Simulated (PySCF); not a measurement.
# C3H12N2Si2 (SMILES NC[C@H]1[SiH2]CN[SiH2]1): what the fields show

```yaml
atoms:
  - { symbol: N, position_ang: [2.5277, -0.3392, -0.8832] }
  - { symbol: C, position_ang: [1.7823, -0.5126, 0.3554] }
  - { symbol: C, position_ang: [0.5345, 0.3492, 0.2991] }
  - { symbol: Si, position_ang: [-0.3942, 0.1104, -1.3442] }
  - { symbol: C, position_ang: [-2.1968, 0.2849, -0.7044] }
  - { symbol: N, position_ang: [-2.1687, 0.3712, 0.7439] }
  - { symbol: Si, position_ang: [-0.7625, 0.0120, 1.6479] }
  - { symbol: H, position_ang: [3.3663, -0.9108, -0.8885] }
  - { symbol: H, position_ang: [2.8125, 0.6296, -0.9813] }
  - { symbol: H, position_ang: [1.5066, -1.5690, 0.4158] }
  - { symbol: H, position_ang: [2.3753, -0.2723, 1.2564] }
  - { symbol: H, position_ang: [0.8504, 1.3933, 0.3754] }
  - { symbol: H, position_ang: [-0.2098, -1.2297, -1.9041] }
  - { symbol: H, position_ang: [-0.1117, 1.1354, -2.3551] }
  - { symbol: H, position_ang: [-2.8047, -0.5683, -1.0275] }
  - { symbol: H, position_ang: [-2.6857, 1.1784, -1.1076] }
  - { symbol: H, position_ang: [-3.0817, 0.3899, 1.1690] }
  - { symbol: H, position_ang: [-0.7115, 0.9312, 2.7896] }
  - { symbol: H, position_ang: [-0.6381, -1.3744, 2.1360] }
```

Geometry: GFN2-xTB.

All numbers below come from CAM-B3LYP/def2-SVPD, SCF density, gas phase (PySCF).

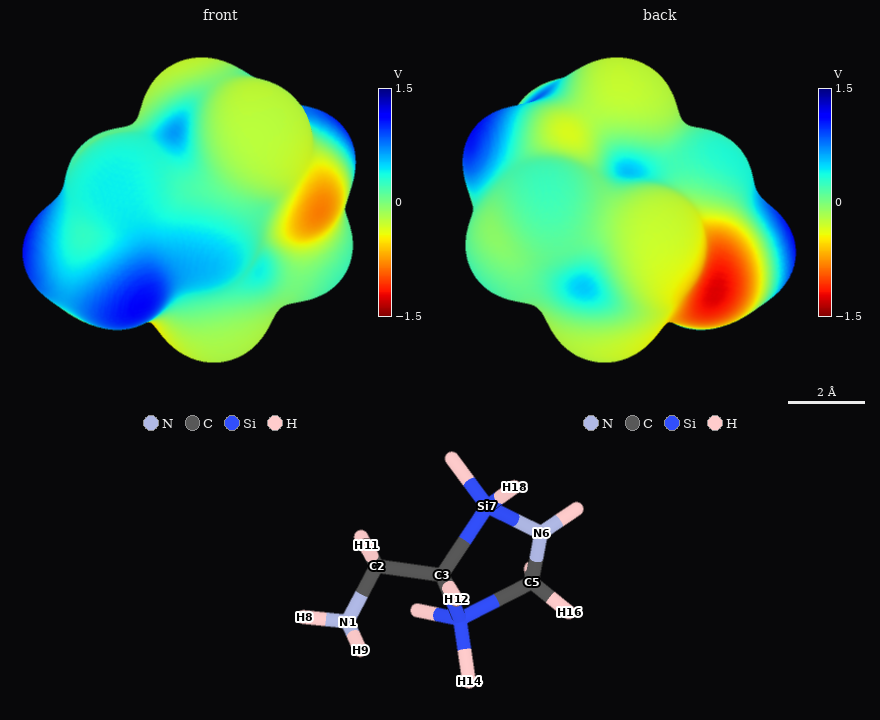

Figure 1. The electrostatic potential painted on the density surface at 0.001 e/bohr³, seen from the front and from behind; red is negative and blue positive. The bare structure is drawn below in the same view.

Q: Which sites attract a positive test charge, and which a negative one?

A: A positive charge is drawn to the negative regions and a negative charge to the positive ones. The most negative region (about −1.2 V, or −28 kcal/mol for a unit charge) lies over N1, the most positive (about +1.1 V, or +25 kcal/mol for a unit charge) over H8, H9 and H17. N1 is the likeliest acceptor of a hydrogen bond.

Q: How polar is the molecule by this calculation?

A: Its dipole moment is 0.94 D.

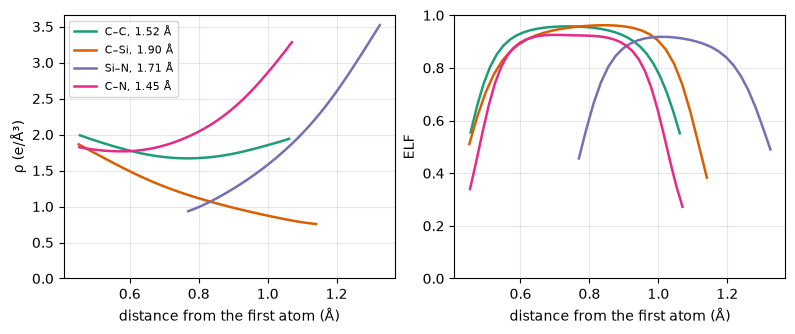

Figure 2. Electron density and electron localisation function along straight lines between neighbouring atoms. The curves leave out the atomic cores.

Q: What kind of bonding do the profiles show?

A: C–C (1.52 Å): ρ is about 1.7 e/Å³ halfway; the ELF peaks at about 0.95 between the atoms, as expected for localised, covalent bonding.
C–Si (1.90 Å): ρ at the midpoint is about 0.93 e/Å³; the ELF peaks at about 0.95 between the atoms, as expected for a shared electron pair.
Si–N (1.71 Å): ρ at the midpoint is about 1.1 e/Å³; the ELF peaks at about 0.90 between the atoms (a shared but strongly polarised pair).
C–N (1.45 Å): ρ at the midpoint is about 1.9 e/Å³; the ELF peaks at about 0.95 between the atoms, as expected for localised, covalent bonding.
